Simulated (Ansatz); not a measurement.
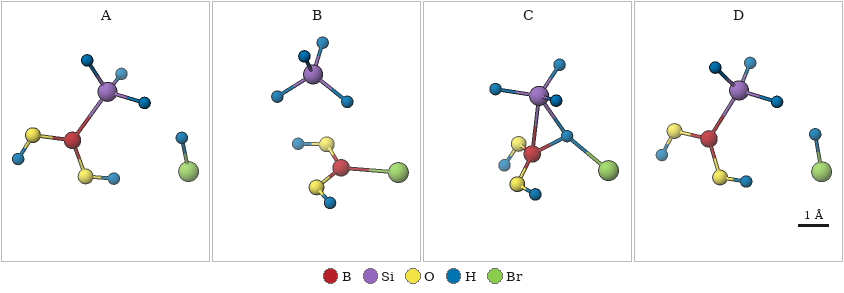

4 geometries from a converged minimum-energy path of BSiH6O2Br, shuffled. The picture is a ball-and-stick view, seen at a tilt.

Level of theory: Ansatz 0.2.0, RKS B3LYP-D4/def2-SVP. Settings: 5 movable images; climbing image; force threshold 0.05 eV/Å; iteration limit 60; starting path through a guess of the saddle point.

**Which frame is the transition state?**

C. In order along the path, whose images run from 0 to 6: A (image 0, 0.0 kcal/mol), D (image 1, +1.2 kcal/mol), C (image 3, +25.4 kcal/mol), B (image 5, −21.2 kcal/mol). Breaking: B–Si (2.05 → 3.85 Å), Br–H (1.44 → 3.49 Å). Forming: B–Br (4.12 → 1.95 Å), H–Si (2.96 → 1.49 Å).
